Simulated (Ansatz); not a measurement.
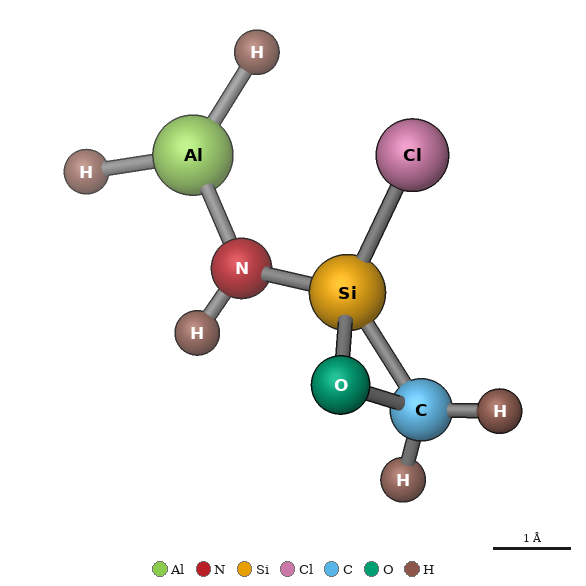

Depth is shown by fading: the farther an atom, the more it takes the colour of the background. The geometry was computed by an optimisation with PBE-D4/def2-SVP. No frequency run is at hand to confirm it as a minimum. Masses are those of the most abundant isotopes; constants are for the rigid equilibrium geometry.

**Classify the rotor and give the rotational constants (cm⁻¹).**

An asymmetric top (C1): A = 0.0900, B = 0.0437, C = 0.0315 cm⁻¹. Ray's parameter κ is −0.58, nearer the prolate limit.
